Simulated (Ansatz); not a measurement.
## Electronic structure of H2···BCl3 (SMILES [H][H].ClB(Cl)Cl) in real space

```json
{"atom": "H", "x (Å)": "0.1292", "y (Å)": "0.0044", "z (Å)": "-2.1725"}
{"atom": "H", "x (Å)": "-0.4800", "y (Å)": "-0.4202", "z (Å)": "-2.0958"}
{"atom": "Cl", "x (Å)": "1.6945", "y (Å)": "0.7253", "z (Å)": "0.8438"}
{"atom": "B", "x (Å)": "0.0873", "y (Å)": "0.1038", "z (Å)": "1.0655"}
{"atom": "Cl", "x (Å)": "-1.2666", "y (Å)": "1.1909", "z (Å)": "1.1019"}
{"atom": "Cl", "x (Å)": "-0.1644", "y (Å)": "-1.6042", "z (Å)": "1.2569"}
```

Geometry: PBE0-D4/def2-TZVP.

Method: RKS PBE0-D4/def2-TZVPPD in Ansatz 0.2.0.

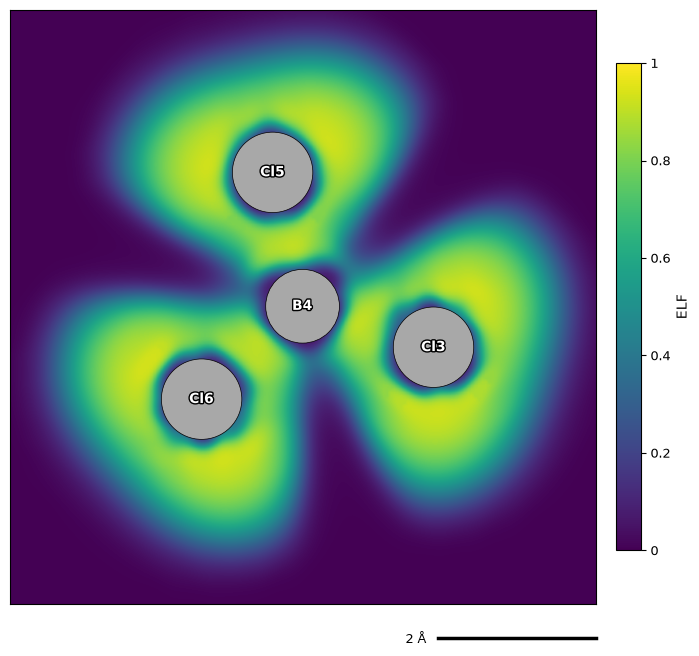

Figure 1. Electron localisation function on the plane of atoms Cl5, B4 and Cl6. Grey discs cover the atomic cores.

Q: What do the fields say about this system?

A: The section cuts through Cl and B sites.
B–Cl (1.74 Å): the ELF peaks at about 0.90 between the atoms (a shared but strongly polarised pair).
The ELF also peaks beside Cl6, Cl3 and Cl5, away from the bonds: lone-pair regions.

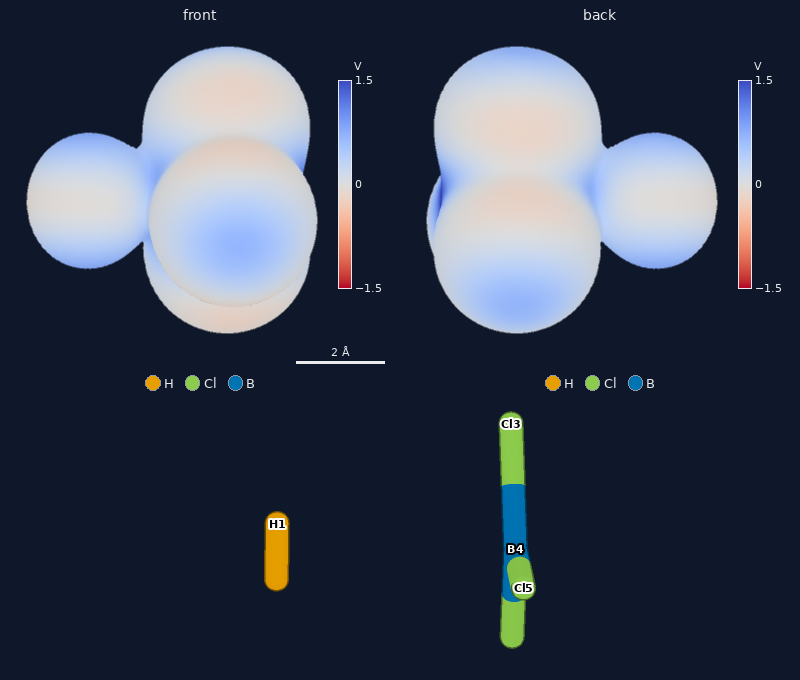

Figure 2. The molecular electrostatic potential painted on the density surface at 0.002 e/bohr³, seen from the front and from behind; red is negative and blue positive. The bare structure is drawn below in the same view.

Q: Which sites attract a positive test charge, and which a negative one?

A: A positive charge is drawn to the negative regions and a negative charge to the positive ones. The most negative region (about −0.2 V) lies over Cl3, Cl5 and Cl6, the most positive (about +1.4 V) over B4. Cl3 shows a σ-hole: about +0.7 V at the tip opposite its bond, against about 0.0 V on its flanks. Cl5 shows a σ-hole: about +0.7 V at the tip opposite its bond, against about 0.0 V on its flanks. Cl6 shows a σ-hole: about +0.7 V at the tip opposite its bond, against about 0.0 V on its flanks.

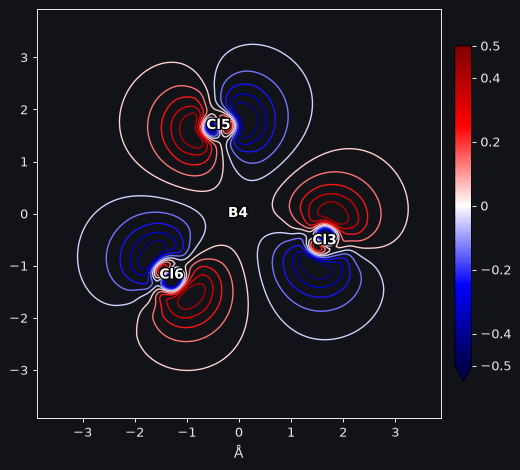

Figure 3. One frontier orbital on the plane of atoms Cl5, B4 and Cl6 (values in Å⁻³ᐟ²; the overall sign is arbitrary).

Q: Which orbital is it: HOMO or LUMO?

A: The HOMO, at −9.11 eV. It lies mainly on Cl6 (about 30 %), Cl3 (about 30 %) and Cl5 (about 30 %); largely a combination of lone pairs on Cl6, Cl3 and Cl5.
